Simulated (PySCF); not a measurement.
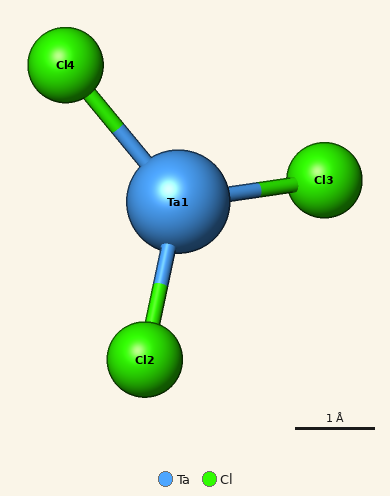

**Figure 1.** The structure (ball-and-stick view, seen at a tilt; atoms are numbered from 1 in the order of the input). Sticks mark near contacts. Bond lengths as drawn: Cl–Ta 2.26 Å.

# Frequency calculation, with input and output: TaCl3

The run: frequency calculation of TaCl3. Method and program: RKS-based PBE, Ta def2-SVP with ECP60, Cl def2-SVP; non-relativistic Hamiltonian with a scalar-relativistic core potential; density fitting (PySCF 2.14.0).

**Log**
```
init E= -1436.78927968407
  HOMO = -0.164945869113734  LUMO = -0.136600288671903  gap/eV = 0.77132
cycle= 1 E= -1436.78927968407  delta_E= 4.09e-12  |g|= 1.22e-06  |ddm|= 2.33e-06
  HOMO = -0.164945624770241  LUMO = -0.136600000507568  gap/eV = 0.77132
Extra cycle  E= -1436.78927968407  delta_E= -1.59e-12  |g|= 3.02e-06  |ddm|= 5.34e-06
converged SCF energy = -1436.78927968407
```

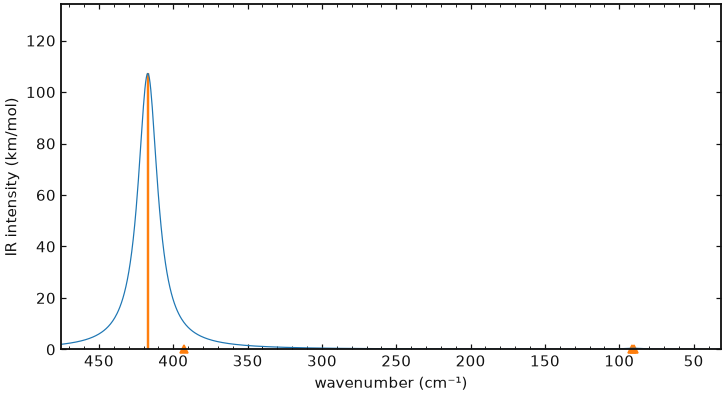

**Figure 2.** Harmonic infrared spectrum, unscaled: sticks (degenerate modes added up, dark ones marked on the axis) with a Lorentzian envelope of 16 cm⁻¹ full width, scaled to the tallest stick. 6 modes from 90 to 417 cm⁻¹, none imaginary. The strongest line is at 417 cm⁻¹ (107 km/mol). All modes, in cm⁻¹ (km/mol): 90 (0.4), 92 (0.0), 92 (0.0), 393 (0.0), 417 (54), 417 (54).

This output came from the following input.

**Input**
```python
from pyscf import gto, scf, dft
mol = gto.M(atom='''
Ta     0.000000     0.000000     0.000000
Cl    -0.003517     0.000000     2.262985
Cl     1.961562     0.000000    -1.128447
Cl    -1.958044     0.000000    -1.134539''',
    basis={'Ta': 'def2-SVP', 'Cl': 'def2-SVP'},
    ecp={'Ta': 'def2-SVP'},
    charge=0, spin=0)
mf = dft.RKS(mol, xc='PBE')
mf.grids.atom_grid = (75, 302)
aux = {'Ta': 'def2-universal-JKFIT', 'Cl': 'def2-universal-JKFIT'}
mf = mf.density_fit(auxbasis=aux)
mf.conv_tol = 1e-09
mf.diis_space = 10
mf.max_cycle = 60
mf.verbose = 4
mf.kernel()
```

The script is an equivalent of the set-up of the self-consistent field. The run itself was carried out by a driver, which started from the orbitals of the step before it where there was one and computed the further properties.

Launched with:
```bash
OMP_NUM_THREADS=2 python axn.py task.json out
```

**Results in brief**

| quantity | value |
| --- | --- |
| outcome | converged |
| total energy | −1436.789280 hartree |
| HOMO | −4.49 eV |
| LUMO | −3.72 eV |
| zero-point energy | 0.003417 hartree |
| dipole moment | 0.00 D |
| wavenumbers, lowest and highest | 90 and 417 cm⁻¹ |
| hardware | 2 threads of Arm Neoverse N1, 98 GiB of memory available, shared host |
| wall time | 32 s (CPU time 59 s) |
| peak memory | 0.92 GiB |
